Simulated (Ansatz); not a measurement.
Profile along the Pd–Pd line in Pd (fcc, Cu type)

Pd (fcc, Cu type)

```cif
data_Pd4
_chemical_formula_sum 'Pd4'
_space_group_name_H-M_alt 'Fm-3m'
_space_group_IT_number 225
_space_group_name_Hall '-F 4 2 3'
_cell_length_a 3.91144
_cell_length_b 3.91144
_cell_length_c 3.91144
_cell_angle_alpha 90.000
_cell_angle_beta 90.000
_cell_angle_gamma 90.000
loop_
_atom_site_label
_atom_site_type_symbol
_atom_site_symmetry_multiplicity
_atom_site_Wyckoff_symbol
_atom_site_fract_x
_atom_site_fract_y
_atom_site_fract_z
_atom_site_occupancy
Pd1 Pd 4 a 0.00000 0.00000 0.00000 1
```
(The calculation used a cell of 1 atom; values per cell refer to that cell.)

Fields along a shortest Pd–Pd line of a {110} plane (2.77 Å), from Pd to Pd, interpolated on the slice's grid (step about 0.1 Å). All values below come from r2SCAN (plane waves to 500 eV, PAW, scalar-relativistic; Ansatz, an electronic-structure program). k mesh 20×20×20. Inside the PAW spheres the values are not all-electron values, and peaks at nuclei hang on which shells count as valence. Pd is run without spin polarisation. Pd was relaxed with its symmetry unable to fall. The PAW data are Ansatz's earlier set.

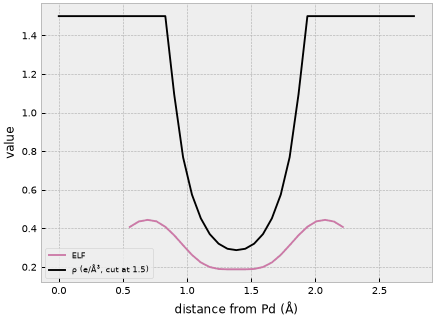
ELF (away from the nuclei) and valence density from Pd to Pd.

Density on the Pd–Pd line (2.77 Å) at its midpoint: 0.29 e/Å³. ELF at that point: 0.2.
